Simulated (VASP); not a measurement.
Band structure of TiIn (space group P4/mmm). Method: PBEsol GGA, VASP's PBE PAW potentials (set 64) (plane waves; VASP 6.6.1).

Unless said otherwise, spin-orbit coupling is left out, though it shifts the bands of the heavy elements here.

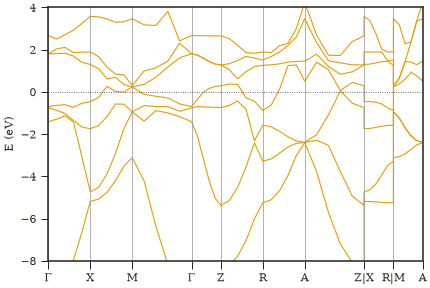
Fig. 1. Bands along high-symmetry lines, zero at the valence-band maximum or, without a gap, the Fermi level

### Question
Read the plot: is there a gap, and where are the band edges?

### Answer
It has no gap at this level: it comes out as a metal or semimetal.

The structure comes from a computed database's TiIn entry (P4/mmm); how it stands against other phases isn't given here. The cell was not relaxed at this level. The electron count is odd and the run is not spin-polarised, which forces a metal.
